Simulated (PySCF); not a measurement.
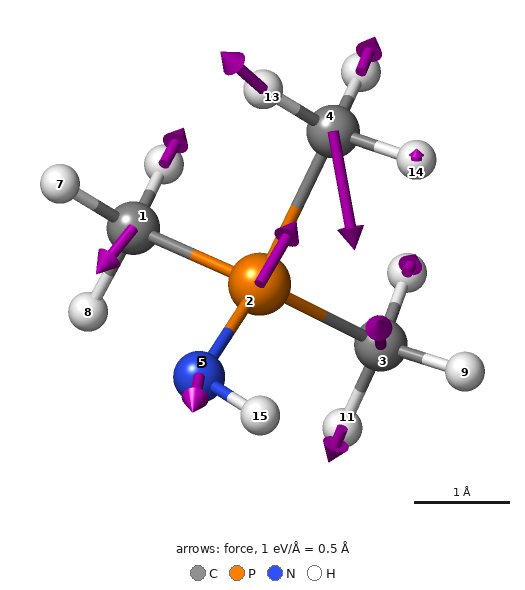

Starting geometry of C₃H₁₀NP with the computed forces as purple arrows. Style: ball-and-stick. Shown from a free direction.

The start comes from GFN2-xTB. Its atoms were then displaced at random by about 0.01 Å.

Method: PySCF 2.14.0, density-fitted response routines, PBE0-D3(BJ)/def2-SVP geometry optimisation, gas phase. 

> What follows when this structure is relaxed?

It isn't relaxed: the largest force vector, on a C atom, is 2.56 eV/Å. The final displacements follow the starting forces only in part (cosine between the two patterns 0.51). The atom that moves furthest after the best rigid fit is an H atom (0.054 Å). Largest moves by element: H 0.054 Å, C 0.047 Å, N 0.027 Å, P 0.019 Å. Among the contacts that change: C–P 1.886 → 1.835 Å, C–H 1.059 → 1.100 Å, C–P 1.861 → 1.835 Å, N–P 1.548 → 1.571 Å. Bond angles that change, for instance: H–C–H 113.0° → 109.7°, P–C–H 105.8° → 109.0°, P–C–H 105.2° → 108.2°. Over 8 geometry steps the energy falls by 0.153 eV. Cost: 50 s on 1 thread of Arm Neoverse V1, with other jobs on the host.
